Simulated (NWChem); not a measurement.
# C2H3N (SMILES C#CN) at MP2/6-31G(d) (spherical functions, tol2e 1e-08)

What is the vertical ionisation energy of C2H3N at MP2/6-31G* (spherical functions, tol2e 1e-08)? 

Program for the calculation: NWChem 7.3.0.

4 further runs of the same task are left out: 3 that didn't finish, 1 set aside as unsound or not needed.

**1. The system as given**

The species is C2H3N (6 atoms), meant as a singlet with charge 0. As SMILES, `C#CN`. The shape is that of a PBE0-D4/def2-TZVP optimisation.

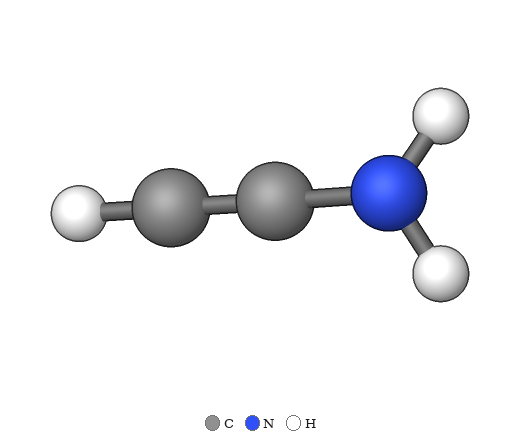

The structure, seen from a chosen angle (carbon grey, nitrogen blue, hydrogen white).

**2. The energy at MP2/6-31G(d) (spherical functions, tol2e 1e-08)**

Input file sp.nw:

```
start sp
title "C2H3N"
memory stack 880 mb heap 220 mb global 1100 mb

geometry noautosym nocenter noautoz
   C       -1.168700      -0.477700      -0.707000
   C       -0.183100      -0.153000      -0.100700
   N        0.923600       0.147300       0.599600
   H       -2.040400      -0.760400      -1.244800
   H        1.728200       0.390500       0.041600
   H        0.782500       0.789200       1.365100
end

basis spherical bse
   * library 6-31G*
end

scf
   singlet
   rhf
   thresh 1e-08
   maxiter 80
   tol2e 1e-08
   print low
end

mp2
   freeze core 3
end

task mp2 energy
```

Run with:

```bash
$ nwchem sp.nw > sp.out
```

The program printed:

```text
[...]
  functions       =    48
[...]
  wavefunction    = RHF
[...]
         Total SCF energy =   -131.844011997173
      One-electron energy =   -295.805752741524
      Two-electron energy =    104.278307949546
 Nuclear repulsion energy =     59.683432794805
        Time for solution =      1.8s
[...]
          Total MP2 energy          -132.247436947502
[...]
```

Wall time 2.6 s (1 thread of AMD EPYC 9R45 (Zen 5), shared host); peak memory 0.11 GiB.

**3. The doublet cation at the same level**

Input file job.nw:

```
start job
title "C2H3N mp2"
memory total 2200 mb
charge 1
geometry units angstrom noautosym nocenter noautoz
   C    -1.168700   -0.477700   -0.707000
   C    -0.183100   -0.153000   -0.100700
   N     0.923600    0.147300    0.599600
   H    -2.040400   -0.760400   -1.244800
   H     1.728200    0.390500    0.041600
   H     0.782500    0.789200    1.365100
end
basis "ao basis" spherical bse
   * library 6-31G*
end
scf
   nopen 1
   uhf
   thresh 1e-08
   maxiter 80
   tol2e 1e-08
   print low
end
mp2
   freeze core 3
end
task mp2 energy
```

Run with:

```bash
$ nwchem job.nw > job.out
```

The program printed:

```text
[...]
  functions       =    48
[...]
  wavefunction    = UHF
[...]
         Total SCF energy =   -131.555502893931
      One electron energy =   -289.031461239122
      Two electron energy =     97.792525550387
 Nuclear repulsion energy =     59.683432794805
                       Sz =      0.5000
                 Sz(Sz+1) =      0.7500
                      S^2 =      0.8555
[...]
          Total MP2 energy          -131.920615606041
[...]
```

Run time: 5.1 s. Hardware: 1 thread of AMD EPYC 9R45 (Zen 5), shared host; peak memory 0.11 GiB.

**4. Outcome**

Level: MP2/6-31G* (spherical functions, tol2e 1e-08), 3 core orbitals frozen.

| quantity | value |
| --- | --- |
| singlet C2H3N: total energy | -132.24744 Eh |
| singlet C2H3N: correlation energy (3 core orbitals frozen) | -403.4 mEh |
| doublet cation: total energy | -131.92062 Eh |
| doublet cation: correlation energy (3 core orbitals frozen) | -365.1 mEh |
| doublet cation: ⟨S²⟩ of the reference determinant | 0.856 |
| vertical ionisation energy (to the doublet cation) | 8.893 eV |

In words: Removing an electron at fixed nuclei costs 8.89 eV (858 kJ/mol). ⟨S²⟩ (doublet cation) is 0.86 where a pure doublet has 0.75: the reference is spin-contaminated.
